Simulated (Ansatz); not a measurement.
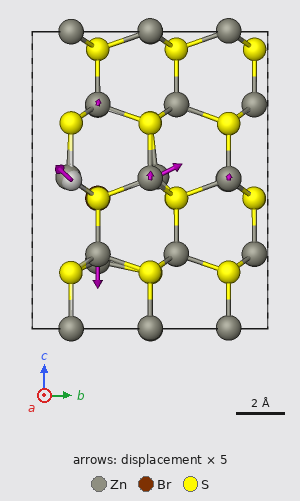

This is a relaxation of a defect cell of composition Zn24S23Br (cell charge +1). The starting structure is drawn faded, the final one solid; purple arrows show the displacements, 5 times their true length.

A ball-and-stick model of the cell of the calculation (origin shifted), seen along the a axis.

Computed with Ansatz 0.2.0, DFT, PBE, plane-wave PAW, default files, scalar-relativistic. (plane-wave cutoff 420 eV; k-point mesh 3 × 2 × 2; occupations fermi dirac; smearing width 0.01 eV; no spin polarisation; atoms relaxed in a fixed cell; force threshold 0.03 eV/Å; at most 40 steps)

> Describe the change and its energy.

The atom that moves furthest is a Zn atom (0.31 Å roughly along [2 3 1]). By element the largest moves are Zn 0.31 Å, S 0.06 Å, Br 0.05 Å. The lattice vectors keep their values. Near-neighbour distances that change, for instance: Br–Zn 2.314 → 2.625 Å, Br–Zn 2.314 → 2.599 Å, Br–Zn 2.400 → 2.647 Å, S–Zn 2.400 → 2.283 Å. Among the angles between lasting bonds that change: Zn–S–Zn 110.9° → 96.1°, Zn–S–Zn 110.9° → 101.3°, Br–Zn–S 110.9° → 101.4°. The energy falls by 1.331 eV per cell of the calculation in 4 geometry steps. Largest force component: 2.1 eV/Å at the start, 0.0099 eV/Å at the end. The run took 7.4 min on 4 threads of Arm Neoverse V1, with other jobs on the host, peak memory 5.7 GiB.

Limits of the set-up: the periodic images lie only 7.6 Å apart, so the values are limited by the cell's size; the cell is charged, on a uniform background, and energies carry no finite-size correction.
